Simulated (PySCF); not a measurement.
# C₂H₆N₂SSi₂: electronic excitations

What electronic excitations should C₂H₆N₂SSi₂ (`[SiH3]c1nnsc1[SiH3]`) show?

The runs use PySCF 2.14.0, with density-fitted response routines of our own; the level of theory stands in each step. All values are computed, except where a source is named. Atoms are numbered from 0 throughout.

## 1. The molecule as given

13 atoms, charge 0, multiplicity 1; geometry from: GFN2-xTB.

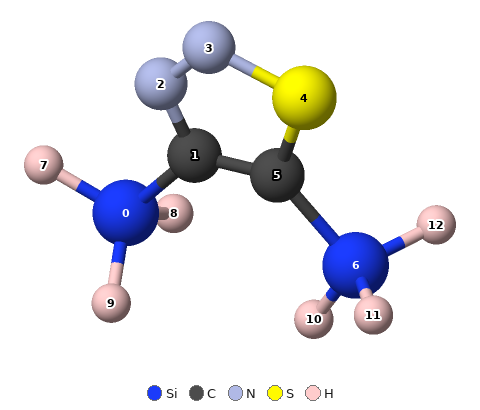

As it starts; silicon blue, carbon dark grey, nitrogen light blue, sulfur yellow, hydrogen pink, atoms numbered.

## 2. Excited states and response: PBE0/def2-SVPD

The job: settings as JSON, then the geometry in Å.

```
{"job": {"kind": "uv", "xc": "PBE0", "basis": "def2-SVPD", "nstates": 8, "ntriplets": 3}, "charge": 0, "multiplicity": 1}
Si    -0.882934    -1.836295    -0.221947
C     -0.935905     0.025749     0.033380
N     -2.142359     0.613318     0.154573
N     -2.132889     1.854766     0.323662
S     -0.596834     2.488854     0.358643
C      0.101832     0.934904     0.122743
Si     1.962103     0.724490     0.030926
H     -2.260677    -2.312683    -0.241554
H     -0.201806    -2.110128    -1.490922
H     -0.124086    -2.433387     0.881181
H      2.230237    -0.696533    -0.176641
H      2.529220     1.207579     1.291614
H      2.449709     1.539854    -1.083385
```

With the program's defaults for keys left out, this is: TDDFT PBE0/def2-SVPD, vertical, gas phase, core orbitals frozen in the response.

Run with:

```
$ OMP_NUM_THREADS=1 python probes_run.py task.json out
```

The driver reads the jobs from task.json and runs them one after another.

What will the session give for the following? lowest singlet (PBE0/def2-SVPD); brightest single state of those computed; lowest triplet. Wanted: lowest singlet; brightest single state of those computed; lowest triplet.

As calculated:

| quantity | value |
| --- | --- |
| lowest singlet (PBE0/def2-SVPD) | 3.85 eV (322 nm), f = 0.001 |
| brightest single state of those computed | state 3, 5.70 eV, f = 0.100 |
| lowest triplet | 3.20 eV |

In words: The first singlet state (HOMO→LUMO 0.98) lies at 3.85 eV and is weak; of the 8 states computed, the strongest absorption comes from state 3 at 5.70 eV. The lowest triplet lies 0.65 eV below the lowest singlet (triplets in Tamm-Dancoff, singlets in full TDDFT).
